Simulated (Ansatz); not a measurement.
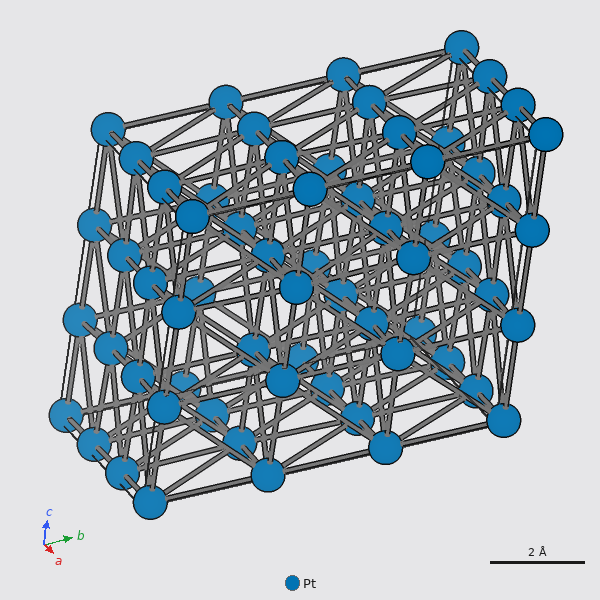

Crystal structure, ball-and-stick style, seen slightly off an axis. The wireframe shows the supercell. The host is Pt, in a cell of 27 sites, and the cell is neutral.

**Which defect is modelled here, and what are its neighbours?**

A platinum vacancy. Around the empty site lie twelve Pt at about 2.7 Å.

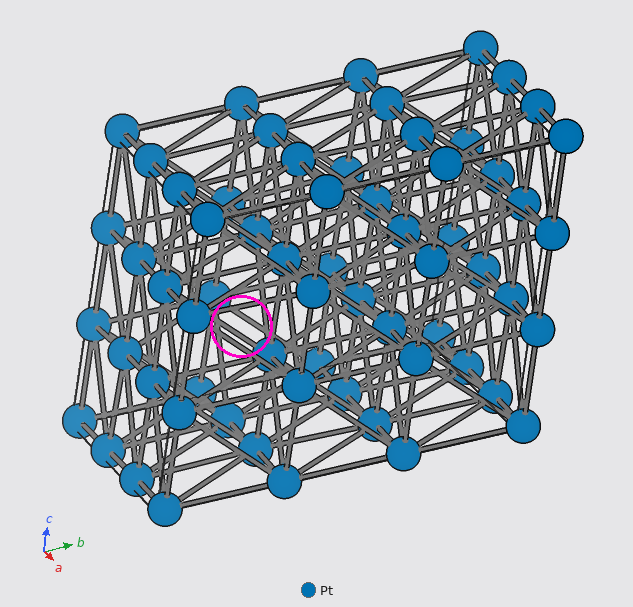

The same cell with a ring at the defect's site.

The atoms were relaxed in the host's cell with DFT r2SCAN, scalar-relativistic, plane waves, PAW in Ansatz 0.2.0.
